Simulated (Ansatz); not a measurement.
Molecular dynamics of CH3FNP (part 1 of 2)

CH3FNP, computed with RKS r2SCAN-d3bj/6-31G* (Ansatz 0.2.0).

The geometry comes from this level: PBE0-D4/def2-TZVP. Figures and captions count atoms from 1; the log counts them from 0 in places.

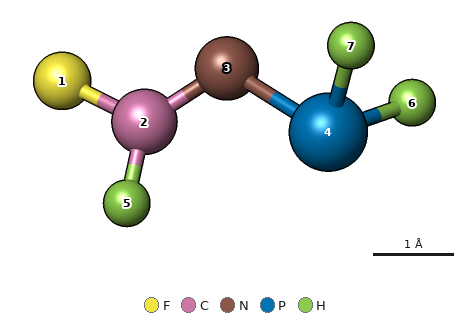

Figure 1. The input geometry (ball-and-stick view, seen at a tilt; atoms are numbered from 1 in the order of the input). Bond lengths as drawn: C–F 1.33 Å, C–H 1.09 Å, C–N 1.24 Å, H–P 1.42 Å and N–P 1.74 Å.

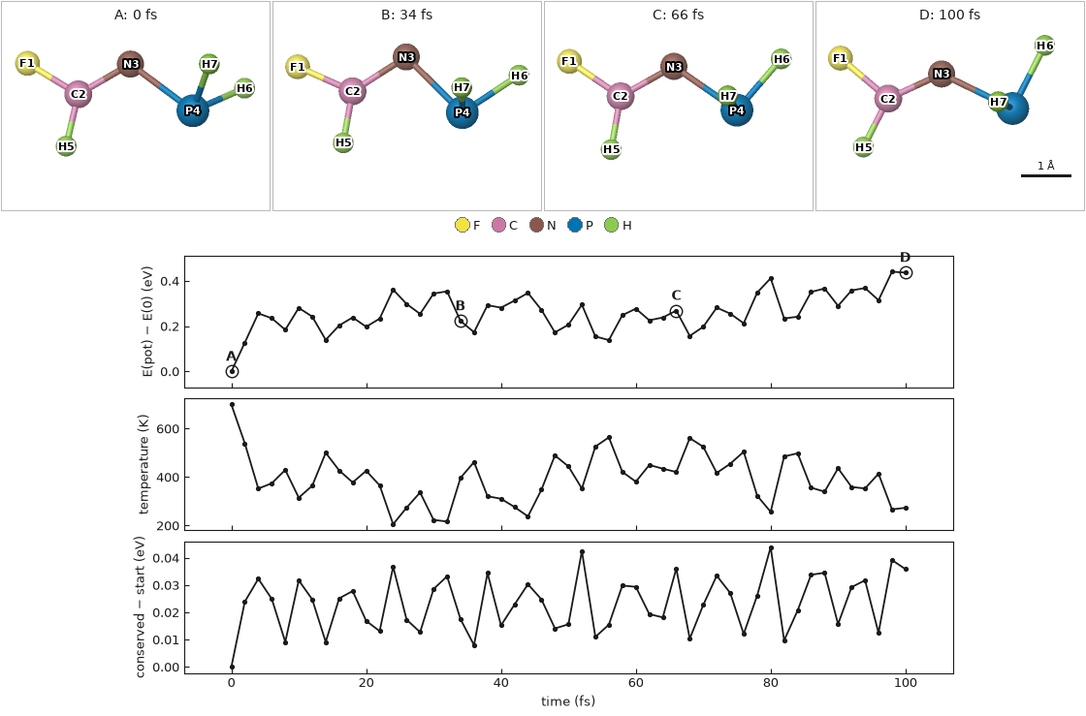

Figure 2. Frames of the molecular dynamics (ball-and-stick, seen at a tilt) above the curves, on which the letters mark them. The trajectory kept here has 51 frames over 100 fs. The temperature starts at 700 K, ranges from 206 to 700 K and averages 416 K over the second half. The potential energy ends 0.437 eV above its first value. The conserved quantity stays within 0.044 eV. After an unweighted best fit of the last frame on the first, the root-mean-square displacement is 0.37 Å.

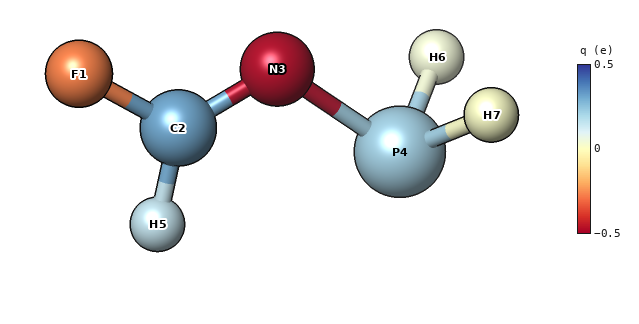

Figure 3. Mulliken charges, as the colour of each atom (ball-and-stick view, seen at a tilt; atoms are numbered from 1 in the order of the input). By element: F −0.26, C +0.31, N −0.48, P +0.22 and H +0.01 to +0.16 e.

The input and output of the run follow.

**The input**
```yaml
crystal:
  periodic: [false, false, false]
  atoms:
    - {symbol: F, position_ang: [-0.870874, -2.286492, 0.286523]}
    - {symbol: C, position_ang: [-0.152608, -1.173912, 0.379049]}
    - {symbol: N, position_ang: [-0.443825, -0.177221, -0.304342]}
    - {symbol: P, position_ang: [0.583493, 1.211897, -0.081704]}
    - {symbol: H, position_ang: [0.659453, -1.300993, 1.101121]}
    - {symbol: H, position_ang: [0.752884, 1.498277, -1.462588]}
    - {symbol: H, position_ang: [-0.467223, 2.160443, 0.036142]}
basis:
  gaussian: {orbitals: "6-31G*"}
hamiltonian: {xc: {name: r2SCAN}, dispersion: d3bj}
md: {timestep: 2 fs, n_steps: 50, ensemble: nvt_nose_hoover, temperature: 700, initial_velocities: maxwell_boltzmann, seed: 459}
```

Run as:
```bash
ansatz run in.yaml --threads 2 --pin off --events-out ev --progress --plain --max-ram 4352MiB
```

**The program's output**
```
Warning: the engine holds no damping parameters fitted to this dispersion correction and functional, so the run takes those fitted to r2scan beside the three-body term, which d3bj leaves out (hamiltonian.dispersion, under Limitations)
Functional definition: r2SCAN
  name "r2SCAN"
  cite "Furness, Kaplan, Ning, Perdew & Sun, J. Phys. Chem. Lett. 11, 8208 (2020) doi:10.1021/acs.jpclett.0c02405"
  cite "Furness, Kaplan, Ning, Perdew & Sun, J. Phys. Chem. Lett. 11, 9248 (2020) doi:10.1021/acs.jpclett.0c03077"
  parent r2scan
  parameter k0 = 0.174
  parameter k1 = 0.065
  parameter a1 = 4.9479
  exchange = r2scan_x(k0 = k0, k1 = k1, a1 = a1)
  correlation = r2scan_c
813 factors; their error is unknown
mean field evaluation 1: about -14572.1292 eV, gradient 4.7e1 eV
mean field evaluation 2: about -14556.7304 eV, gradient 9.0e1 eV
mean field evaluation 4: about -14576.5021 eV, gradient 5.6e0 eV
mean field evaluation 8: about -14576.5670 eV, gradient 1.5e-1 eV
mean field evaluation 16: about -14576.5171 eV, gradient 9.9e-5 eV
mean field -14576.51712003 eV, -535.6771238429 hartree, gradient 1.3e-5 eV, S^2 0.000000; 0 other end points of the search recorded, 0 dependent functions left out
the calculation of the forces begins
reference -14576.51712626 eV, -535.6771240719 hartree; 20, 20 occupied and 50, 50 virtual orbitals, 813 factors
md step     0: t =     0.00 fs  T =   700.0 K  F+E_penalty+E_count = -14576.55008410 eV  E_kin = 0.452410 eV  conserved = -14576.09767410 eV  (28 SCF iters)
these checks for a lower state are left out or cut short: starts, cluster_reference, orbital_swaps, neighbouring_geometries, increment
813 factors; their error is unknown
mean field -14576.38956528 eV, -535.6724362925 hartree, gradient 2.3e-5 eV, S^2 0.000000; 0 other end points of the search recorded, 0 dependent functions left out
the calculation of the forces begins
reference -14576.38957154 eV, -535.6724365223 hartree; 20, 20 occupied and 50, 50 virtual orbitals, 813 factors
md step     1: t =     2.00 fs  T =   539.4 K  F+E_penalty+E_count = -14576.42232416 eV  E_kin = 0.348625 eV  conserved = -14576.07370711 eV  (31 SCF iters, 3 dispersion substeps)
[... from here on the SCF iterations and repeated set-up lines of each step are left out, up to the last step ...]
md step     2: t =     4.00 fs  T =   352.8 K  F+E_penalty+E_count = -14576.29327960 eV  E_kin = 0.227994 eV  conserved = -14576.06534964 eV  (30 SCF iters, 3 dispersion substeps)
md step     3: t =     6.00 fs  T =   374.8 K  F+E_penalty+E_count = -14576.31472773 eV  E_kin = 0.242211 eV  conserved = -14576.07271756 eV  (31 SCF iters, 3 dispersion substeps)
md step     4: t =     8.00 fs  T =   429.9 K  F+E_penalty+E_count = -14576.36586228 eV  E_kin = 0.277833 eV  conserved = -14576.08847736 eV  (31 SCF iters, 3 dispersion substeps)
md step     5: t =    10.00 fs  T =   315.3 K  F+E_penalty+E_count = -14576.26893528 eV  E_kin = 0.203781 eV  conserved = -14576.06590699 eV  (32 SCF iters, 3 dispersion substeps)
md step     6: t =    12.00 fs  T =   364.7 K  F+E_penalty+E_count = -14576.30744321 eV  E_kin = 0.235674 eV  conserved = -14576.07289717 eV  (31 SCF iters, 3 dispersion substeps)
md step     7: t =    14.00 fs  T =   500.5 K  F+E_penalty+E_count = -14576.41022836 eV  E_kin = 0.323463 eV  conserved = -14576.08847662 eV  (32 SCF iters, 3 dispersion substeps)
md step     8: t =    16.00 fs  T =   427.6 K  F+E_penalty+E_count = -14576.34642588 eV  E_kin = 0.276344 eV  conserved = -14576.07249358 eV  (32 SCF iters, 3 dispersion substeps)
md step     9: t =    18.00 fs  T =   378.2 K  F+E_penalty+E_count = -14576.31114046 eV  E_kin = 0.244417 eV  conserved = -14576.06982457 eV  (30 SCF iters, 3 dispersion substeps)
md step    10: t =    20.00 fs  T =   426.2 K  F+E_penalty+E_count = -14576.35232187 eV  E_kin = 0.275449 eV  conserved = -14576.08076006 eV  (31 SCF iters, 3 dispersion substeps)
md step    11: t =    22.00 fs  T =   366.2 K  F+E_penalty+E_count = -14576.31645397 eV  E_kin = 0.236668 eV  conserved = -14576.08453190 eV  (31 SCF iters, 3 dispersion substeps)
md step    12: t =    24.00 fs  T =   205.7 K  F+E_penalty+E_count = -14576.18846248 eV  E_kin = 0.132963 eV  conserved = -14576.06093548 eV  (31 SCF iters, 3 dispersion substeps)
md step    13: t =    26.00 fs  T =   274.3 K  F+E_penalty+E_count = -14576.25148965 eV  E_kin = 0.177268 eV  conserved = -14576.08033139 eV  (31 SCF iters, 3 dispersion substeps)
md step    14: t =    28.00 fs  T =   336.8 K  F+E_penalty+E_count = -14576.29553095 eV  E_kin = 0.217694 eV  conserved = -14576.08490367 eV  (31 SCF iters, 3 dispersion substeps)
md step    15: t =    30.00 fs  T =   223.6 K  F+E_penalty+E_count = -14576.20555468 eV  E_kin = 0.144500 eV  conserved = -14576.06907591 eV  (31 SCF iters, 3 dispersion substeps)
md step    16: t =    32.00 fs  T =   216.8 K  F+E_penalty+E_count = -14576.19571433 eV  E_kin = 0.140146 eV  conserved = -14576.06442330 eV  (31 SCF iters, 3 dispersion substeps)
md step    17: t =    34.00 fs  T =   397.3 K  F+E_penalty+E_count = -14576.32684059 eV  E_kin = 0.256802 eV  conserved = -14576.08017508 eV  (32 SCF iters, 3 dispersion substeps)
md step    18: t =    36.00 fs  T =   462.3 K  F+E_penalty+E_count = -14576.37642636 eV  E_kin = 0.298798 eV  conserved = -14576.08966278 eV  (50 SCF iters, 3 dispersion substeps)
md step    19: t =    38.00 fs  T =   321.2 K  F+E_penalty+E_count = -14576.25700010 eV  E_kin = 0.207616 eV  conserved = -14576.06323148 eV  (31 SCF iters, 3 dispersion substeps)
md step    20: t =    40.00 fs  T =   310.9 K  F+E_penalty+E_count = -14576.26793709 eV  E_kin = 0.200923 eV  conserved = -14576.08242180 eV  (31 SCF iters, 3 dispersion substeps)
md step    21: t =    42.00 fs  T =   276.9 K  F+E_penalty+E_count = -14576.23679222 eV  E_kin = 0.178944 eV  conserved = -14576.07480128 eV  (31 SCF iters, 3 dispersion substeps)
md step    22: t =    44.00 fs  T =   238.0 K  F+E_penalty+E_count = -14576.20277739 eV  E_kin = 0.153845 eV  conserved = -14576.06732915 eV  (31 SCF iters, 3 dispersion substeps)
md step    23: t =    46.00 fs  T =   348.2 K  F+E_penalty+E_count = -14576.27778511 eV  E_kin = 0.225064 eV  conserved = -14576.07287622 eV  (31 SCF iters, 3 dispersion substeps)
md step    24: t =    48.00 fs  T =   489.7 K  F+E_penalty+E_count = -14576.37722485 eV  E_kin = 0.316481 eV  conserved = -14576.08353721 eV  (31 SCF iters, 3 dispersion substeps)
md step    25: t =    50.00 fs  T =   444.3 K  F+E_penalty+E_count = -14576.34336716 eV  E_kin = 0.287168 eV  conserved = -14576.08203144 eV  (31 SCF iters, 3 dispersion substeps)
md step    26: t =    52.00 fs  T =   353.1 K  F+E_penalty+E_count = -14576.25485994 eV  E_kin = 0.228205 eV  conserved = -14576.05517833 eV  (30 SCF iters, 3 dispersion substeps)
md step    27: t =    54.00 fs  T =   526.2 K  F+E_penalty+E_count = -14576.39511518 eV  E_kin = 0.340089 eV  conserved = -14576.08664896 eV  (32 SCF iters, 3 dispersion substeps)
md step    28: t =    56.00 fs  T =   564.4 K  F+E_penalty+E_count = -14576.41134597 eV  E_kin = 0.364755 eV  conserved = -14576.08216059 eV  (31 SCF iters, 3 dispersion substeps)
md step    29: t =    58.00 fs  T =   421.9 K  F+E_penalty+E_count = -14576.30128636 eV  E_kin = 0.272695 eV  conserved = -14576.06781438 eV  (31 SCF iters, 3 dispersion substeps)
md step    30: t =    60.00 fs  T =   381.3 K  F+E_penalty+E_count = -14576.27238887 eV  E_kin = 0.246412 eV  conserved = -14576.06827803 eV  (31 SCF iters, 3 dispersion substeps)
md step    31: t =    62.00 fs  T =   450.2 K  F+E_penalty+E_count = -14576.32363011 eV  E_kin = 0.290960 eV  conserved = -14576.07827960 eV  (31 SCF iters, 3 dispersion substeps)
md step    32: t =    64.00 fs  T =   435.0 K  F+E_penalty+E_count = -14576.31140469 eV  E_kin = 0.281153 eV  conserved = -14576.07949372 eV  (31 SCF iters, 3 dispersion substeps)
md step    33: t =    66.00 fs  T =   421.2 K  F+E_penalty+E_count = -14576.28096144 eV  E_kin = 0.272245 eV  conserved = -14576.06158397 eV  (31 SCF iters, 3 dispersion substeps)
md step    34: t =    68.00 fs  T =   561.0 K  F+E_penalty+E_count = -14576.39271740 eV  E_kin = 0.362586 eV  conserved = -14576.08728548 eV  (31 SCF iters, 3 dispersion substeps)
md step    35: t =    70.00 fs  T =   525.5 K  F+E_penalty+E_count = -14576.35258899 eV  E_kin = 0.339646 eV  conserved = -14576.07493591 eV  (30 SCF iters, 3 dispersion substeps)
md step    36: t =    72.00 fs  T =   417.5 K  F+E_penalty+E_count = -14576.26771797 eV  E_kin = 0.269802 eV  conserved = -14576.06419994 eV  (30 SCF iters, 3 dispersion substeps)
md step    37: t =    74.00 fs  T =   455.1 K  F+E_penalty+E_count = -14576.29430136 eV  E_kin = 0.294131 eV  conserved = -14576.07054028 eV  (30 SCF iters, 3 dispersion substeps)
md step    38: t =    76.00 fs  T =   504.9 K  F+E_penalty+E_count = -14576.33686387 eV  E_kin = 0.326289 eV  conserved = -14576.08555570 eV  (30 SCF iters, 3 dispersion substeps)
md step    39: t =    78.00 fs  T =   323.4 K  F+E_penalty+E_count = -14576.20145916 eV  E_kin = 0.209023 eV  conserved = -14576.07148585 eV  (31 SCF iters, 3 dispersion substeps)
md step    40: t =    80.00 fs  T =   256.9 K  F+E_penalty+E_count = -14576.13782329 eV  E_kin = 0.166062 eV  conserved = -14576.05375547 eV  (31 SCF iters, 3 dispersion substeps)
md step    41: t =    82.00 fs  T =   485.3 K  F+E_penalty+E_count = -14576.31566619 eV  E_kin = 0.313640 eV  conserved = -14576.08792493 eV  (31 SCF iters, 3 dispersion substeps)
md step    42: t =    84.00 fs  T =   498.5 K  F+E_penalty+E_count = -14576.30797577 eV  E_kin = 0.322193 eV  conserved = -14576.07696483 eV  (31 SCF iters, 3 dispersion substeps)
md step    43: t =    86.00 fs  T =   356.7 K  F+E_penalty+E_count = -14576.19851079 eV  E_kin = 0.230506 eV  conserved = -14576.06386755 eV  (31 SCF iters, 3 dispersion substeps)
md step    44: t =    88.00 fs  T =   340.1 K  F+E_penalty+E_count = -14576.18317181 eV  E_kin = 0.219830 eV  conserved = -14576.06311708 eV  (31 SCF iters, 3 dispersion substeps)
md step    45: t =    90.00 fs  T =   436.5 K  F+E_penalty+E_count = -14576.25981483 eV  E_kin = 0.282112 eV  conserved = -14576.08195267 eV  (31 SCF iters, 3 dispersion substeps)
md step    46: t =    92.00 fs  T =   359.5 K  F+E_penalty+E_count = -14576.19181052 eV  E_kin = 0.232347 eV  conserved = -14576.06839192 eV  (31 SCF iters, 3 dispersion substeps)
md step    47: t =    94.00 fs  T =   353.2 K  F+E_penalty+E_count = -14576.18098029 eV  E_kin = 0.228305 eV  conserved = -14576.06588685 eV  (30 SCF iters, 3 dispersion substeps)
md step    48: t =    96.00 fs  T =   414.2 K  F+E_penalty+E_count = -14576.23497774 eV  E_kin = 0.267727 eV  conserved = -14576.08517168 eV  (30 SCF iters, 3 dispersion substeps)
```
